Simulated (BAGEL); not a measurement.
# CH6GeSi (SMILES [CH2]1[SiH2][GeH2]1), step by step

We compute a single-point energy (HF/cc-pVDZ), then the energy (NEVPT2(2,2)/cc-pVDZ), then a single-point energy (CASPT2(2,2)/cc-pVDZ) of CH6GeSi. 

The results are computed with BAGEL 1.2.2.

## (1) Starting point

CH6GeSi has 9 atoms, charge 0, and is taken as a singlet. As SMILES, `[CH2]1[SiH2][GeH2]1`. The Ge3–H8 distance was set to 4.281 Å, away from the relaxed value. At this shape a bond of the SMILES string is far longer than usual.

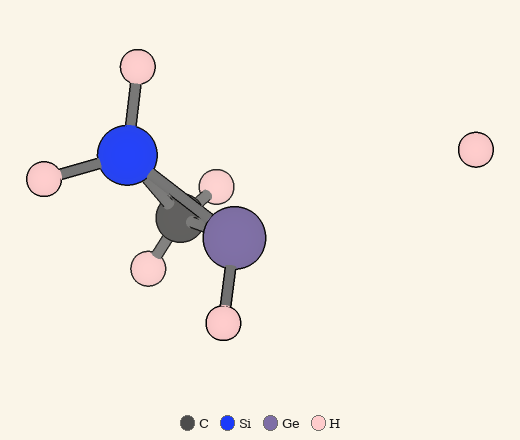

The structure, seen from a chosen angle (carbon dark grey, silicon blue, germanium purple, hydrogen pink).

## (2) A single-point energy at HF/cc-pVDZ (density fitting with svp-jkfit) (run 1)

Input file job.json:

```json
{ "bagel" : [

{
  "title" : "molecule",
  "basis" : "cc-pvdz.json",
  "df_basis" : "svp-jkfit",
  "angstrom" : true,
  "geometry" : [
    { "atom" : "C", "xyz" : [   -1.518875,    2.655002,   -0.122924 ] },
    { "atom" : "Si", "xyz" : [    0.095325,    3.452402,    0.419376 ] },
    { "atom" : "Ge", "xyz" : [   -0.832875,    1.624802,    1.456476 ] },
    { "atom" : "H", "xyz" : [   -2.439675,    3.209502,    0.037876 ] },
    { "atom" : "H", "xyz" : [   -1.529775,    2.119602,   -1.068724 ] },
    { "atom" : "H", "xyz" : [    0.009925,    4.800202,    1.029676 ] },
    { "atom" : "H", "xyz" : [    1.258225,    3.304302,   -0.487224 ] },
    { "atom" : "H", "xyz" : [    0.399400,   -2.377500,    0.568600 ] },
    { "atom" : "H", "xyz" : [   -1.690575,    1.748602,    2.716076 ] }
  ]
},
{
  "title" : "hf"
},
{
  "title" : "print",
  "file" : "orbitals.molden",
  "orbitals" : true
}

]}
```

The basis set cc-pVDZ is read from a file made from the Basis Set Exchange's data (not shown).

Command:

```sh
BAGEL_NUM_THREADS=1 BAGEL job.json > job.out
```

Standard output:

```text
* using 1 threads per process

  ===============================================================
  ===============================================================

  *** Geometry ***

  { "atom" : "C", "xyz" : [     -2.870258,      5.017227,     -0.232293 ] },
  { "atom" : "Si", "xyz" : [      0.180138,      6.524094,      0.792506 ] },
  { "atom" : "Ge", "xyz" : [     -1.573906,      3.070431,      2.752341 ] },
  { "atom" : "H", "xyz" : [     -4.610318,      6.065080,      0.071575 ] },
  { "atom" : "H", "xyz" : [     -2.890856,      4.005467,     -2.019596 ] },
  { "atom" : "H", "xyz" : [      0.018756,      9.071067,      1.945806 ] },
  { "atom" : "H", "xyz" : [      2.377701,      6.244226,     -0.920720 ] },
  { "atom" : "H", "xyz" : [      0.754757,     -4.492824,      1.074498 ] },
  { "atom" : "H", "xyz" : [     -3.194724,      3.304379,      5.132640 ] },

  Number of auxiliary basis functions:      577

  Since a DF basis is specified, we compute 2- and 3-index integrals:
    o Being stored without compression. Storage requirement is 0.037 GB

  Number of basis functions:       89
  Number of electrons      :       58

    * METHOD: MOLECULE                             0.39

  *** RHF ***

  === Nuclear Repulsion ===
   246.4978624321

      * DIIS with orbital gradients will be used.

  === RHF iteration (cc-pvdz.json) ===
      0      -2405.11705862          0.01321110           0.12
      1      -2405.12932220          0.01185931           0.11
      2      -2405.30415081          0.00450786           0.11
      3      -2405.32923743          0.00119990           0.11
      4      -2405.33084812          0.00016748           0.10
      5      -2405.33090042          0.00007158           0.11
      6      -2405.33091063          0.00003191           0.11
      7      -2405.33091379          0.00001510           0.11
      8      -2405.33091488          0.00000674           0.11
      9      -2405.33091502          0.00000437           0.11
     10      -2405.33091507          0.00000096           0.11
     11      -2405.33091507          0.00000033           0.11
     12      -2405.33091507          0.00000014           0.11
     13      -2405.33091507          0.00000006           0.11
     14      -2405.33091507          0.00000002           0.11
     15      -2405.33091507          0.00000001           0.11
    * SCF iteration converged.

    * Permanent dipole moment:
           (    0.576472,    -2.350139,    -0.033045) a.u.

    * METHOD: HF                                   2.01

    * METHOD: PRINT                                0.02

  ===============================================================
```

It took 2.6 s on 1 thread of Arm Neoverse V1, shared host; peak memory 0.15 GiB.

## (3) The energy at NEVPT2(2,2)/cc-pVDZ (density fitting with svp-jkfit) (run 2)

Input file input.json:

```json
{ "bagel" : [

{
  "title" : "molecule",
  "basis" : "cc-pvdz.json",
  "df_basis" : "svp-jkfit",
  "angstrom" : "true",
  "geometry" : [
    { "atom" : "C", "xyz" : [      -1.518875,       2.655002,      -0.122924 ] },
    { "atom" : "Si", "xyz" : [       0.095325,       3.452402,       0.419376 ] },
    { "atom" : "Ge", "xyz" : [      -0.832875,       1.624802,       1.456476 ] },
    { "atom" : "H", "xyz" : [      -2.439675,       3.209502,       0.037876 ] },
    { "atom" : "H", "xyz" : [      -1.529775,       2.119602,      -1.068724 ] },
    { "atom" : "H", "xyz" : [       0.009925,       4.800202,       1.029676 ] },
    { "atom" : "H", "xyz" : [       1.258225,       3.304302,      -0.487224 ] },
    { "atom" : "H", "xyz" : [       0.399400,      -2.377500,       0.568600 ] },
    { "atom" : "H", "xyz" : [      -1.690575,       1.748602,       2.716076 ] }
  ]
},

{ "title" : "hf" },

{
  "title" : "nevpt2",
  "nstate" : 1,
  "nact" : 2,
  "nclosed" : 28,
  "nspin" : 0,
  "active" : [29, 30],
  "maxiter" : 200,
  "natocc" : "true",
  "ncore" : 15
},

{ "title" : "print", "file" : "orbitals.molden", "orbitals" : "true" }

]}
```

The basis set cc-pVDZ is read from a file made from the Basis Set Exchange's data (not shown).

Command:

```sh
BAGEL_NUM_THREADS=1 BAGEL input.json > input.out
```

Standard output:

```text
* using 1 threads per process

  ===============================================================
  ===============================================================

  *** Geometry ***

  { "atom" : "C", "xyz" : [     -2.870258,      5.017227,     -0.232293 ] },
  { "atom" : "Si", "xyz" : [      0.180138,      6.524094,      0.792506 ] },
  { "atom" : "Ge", "xyz" : [     -1.573906,      3.070431,      2.752341 ] },
[... 5 lines of this table left out ...]
  { "atom" : "H", "xyz" : [     -3.194724,      3.304379,      5.132640 ] },

  Number of auxiliary basis functions:      577

  Since a DF basis is specified, we compute 2- and 3-index integrals:
    o Being stored without compression. Storage requirement is 0.037 GB

  Number of basis functions:       89
  Number of electrons      :       58

    * METHOD: MOLECULE                             0.39

  *** RHF ***

  === Nuclear Repulsion ===
   246.4978624321

      * DIIS with orbital gradients will be used.

  === RHF iteration (cc-pvdz.json) ===
      0      -2405.11705862          0.01321110           0.11
      1      -2405.12932220          0.01185931           0.11
      2      -2405.30415081          0.00450786           0.11
[... 12 lines of this table left out ...]
     15      -2405.33091507          0.00000001           0.11
    * SCF iteration converged.

    * Permanent dipole moment:
           (    0.576472,    -2.350139,    -0.033045) a.u.

    * METHOD: HF                                   2.05

    * freezing 15 orbitals
  ---------------------------
      CASSCF calculation
  ---------------------------

    ==== Active orbitals : =====
         Orbital 29
         Orbital 30
    ============================

    * nstate   :      1
    * nclosed  :     28
    * nact     :      2
    * nvirt    :     59
  === CASSCF iteration (cc-pvdz.json) ===

    * Using the second-order algorithm

      0  0     -2405.43866918     5.74e-03      0.03

      1  0     -2405.46358236     3.84e-04      0.64
[... 15 lines of this table left out ...]
      9  0     -2405.46370044     2.38e-09      0.43

    * Second-order optimization converged. *

     guess   0:   closed 1.                   open ..

  === FCI iteration ===

      0  0     -2405.30706750     9.01e-02      0.00
      1  0     -2405.46068195     1.61e-02      0.00
      2  0 *   -2405.46370044     1.28e-16      0.00

     * ci vector, state   0, <S^2> = 0.0000
       2.     0.7514244246
       .2    -0.6598191678

  === DF-NEVPT2 calculation ===

    * 3-index integral transformation done
    * assembly done

      NEVPT2 correlation energy:   -0.3405481195      0.20

          (+0)     -0.3037191537
          (+0)'    -0.0042515334
          (+1)     -0.0096480913
          (+1)'    -0.0000000000
          (+2)     -0.0000144336
          (-1)     -0.0228738409
          (-1)'     0.0000000000
          (-2)     -0.0000410666

      NEVPT2 total energy:       -2405.8042485591

    * METHOD: NEVPT2                               5.96

    * METHOD: PRINT                                0.02

  ===============================================================
```

Wall time 8.7 s (1 thread of Arm Neoverse V1, shared host); peak memory 0.16 GiB.

## (4) The energy at CASPT2(2,2)/cc-pVDZ (density fitting with svp-jkfit) (run 3)

Input file job.json:

```json
{ "bagel": [

{
  "title": "molecule",
  "basis": "cc-pvdz.json",
  "df_basis": "svp-jkfit",
  "angstrom": true,
  "geometry": [
    { "atom": "C", "xyz": [      -1.518875,       2.655002,      -0.122924 ] },
    { "atom": "Si", "xyz": [       0.095325,       3.452402,       0.419376 ] },
    { "atom": "Ge", "xyz": [      -0.832875,       1.624802,       1.456476 ] },
    { "atom": "H", "xyz": [      -2.439675,       3.209502,       0.037876 ] },
    { "atom": "H", "xyz": [      -1.529775,       2.119602,      -1.068724 ] },
    { "atom": "H", "xyz": [       0.009925,       4.800202,       1.029676 ] },
    { "atom": "H", "xyz": [       1.258225,       3.304302,      -0.487224 ] },
    { "atom": "H", "xyz": [       0.399400,      -2.377500,       0.568600 ] },
    { "atom": "H", "xyz": [      -1.690575,       1.748602,       2.716076 ] }
  ]
},

{ "title": "hf" },

{ "title": "casscf", "nstate": 1, "nact": 2, "nclosed": 28, "active": [29, 30], "maxiter": 200, "natocc": true },

{ "title": "print", "file": "orbitals.molden", "orbitals": true },

{ "title": "smith", "method": "caspt2", "ms": true, "xms": true, "sssr": true, "shift": 0.2, "shift_imag": true, "ncore": 15 }

]}
```

The basis set cc-pVDZ is read from a file made from the Basis Set Exchange's data (not shown).

Command:

```sh
BAGEL_NUM_THREADS=1 BAGEL job.json > job.out
```

Standard output:

```text
* using 1 threads per process

  ===============================================================
  ===============================================================

  *** Geometry ***

  { "atom" : "C", "xyz" : [     -2.870258,      5.017227,     -0.232293 ] },
  { "atom" : "Si", "xyz" : [      0.180138,      6.524094,      0.792506 ] },
  { "atom" : "Ge", "xyz" : [     -1.573906,      3.070431,      2.752341 ] },
[... 5 lines of this table left out ...]
  { "atom" : "H", "xyz" : [     -3.194724,      3.304379,      5.132640 ] },

  Number of auxiliary basis functions:      577

  Since a DF basis is specified, we compute 2- and 3-index integrals:
    o Being stored without compression. Storage requirement is 0.037 GB

  Number of basis functions:       89
  Number of electrons      :       58

    * METHOD: MOLECULE                             0.40

  *** RHF ***

  === Nuclear Repulsion ===
   246.4978624321

      * DIIS with orbital gradients will be used.

[... 6 lines left out ...]
    * SCF iteration converged.
[... 1 line left out ...]
    * Permanent dipole moment:
[... 27 lines left out ...]
    * Second-order optimization converged. *
[... 9 lines left out ...]
     * ci vector, state   0, <S^2> = 0.0000
[... 16 lines left out ...]
    * Zeroth order energy : state  0       -0.3373761446

    * CASPT2 iteration is performed using orthogonal basis

      -------------------------------------------  CASPT2 iteration  ---------------------------------------------------
       #      aibj      arbs      arbi      airj      risj      airs      arst      rist         Etot      error   time
      ------------------------------------------------------------------------------------------------------------------

       0  -0.30139  -0.00005  -0.02515  -0.01074  -0.00003  -0.00410  -0.00000   0.00000   -0.3414632  0.0003015   0.11
       1  -0.30140  -0.00005  -0.02516  -0.01075  -0.00003  -0.00415  -0.00000  -0.00000   -0.3415396  0.0000384   0.09
       2  -0.30140  -0.00005  -0.02516  -0.01075  -0.00003  -0.00415  -0.00000  -0.00000   -0.3415409  0.0000039   0.09
       3  -0.30140  -0.00005  -0.02516  -0.01075  -0.00003  -0.00415  -0.00000  -0.00000   -0.3415409  0.0000005   0.10

      ------------------------------------------------------------------------------------------------------------------

    * CASPT2 energy : state  0    -2405.8086043265
        w/o shift correction      -2405.8052413874
        reference weight              0.8670651981

    * METHOD: SMITH                                0.72

  ===============================================================
```

It took 9 s on 1 thread of Arm Neoverse V1, shared host; peak memory 0.2 GiB.

## (5) Outcome

| quantity | value |
| --- | --- |
| run 1, HF/cc-pVDZ: total energy | -2405.33092 Eh |
| run 1, HF/cc-pVDZ: dipole moment | 6.15 D |
| run 1, HF/cc-pVDZ: HOMO energy | -6.58 eV |
| run 1, HF/cc-pVDZ: LUMO energy | -2.32 eV |
| run 1, HF/cc-pVDZ: HOMO–LUMO gap | 4.26 eV |
| run 2, NEVPT2(2,2)/cc-pVDZ: total energy | -2405.80425 Eh |
| run 3, CASPT2(2,2)/cc-pVDZ: total energy | -2405.80860 Eh |

**Reading.** One bond (run 1, HF/cc-pVDZ) is far stretched, which a spin-restricted single reference describes badly; a broken-symmetry solution may lie lower.
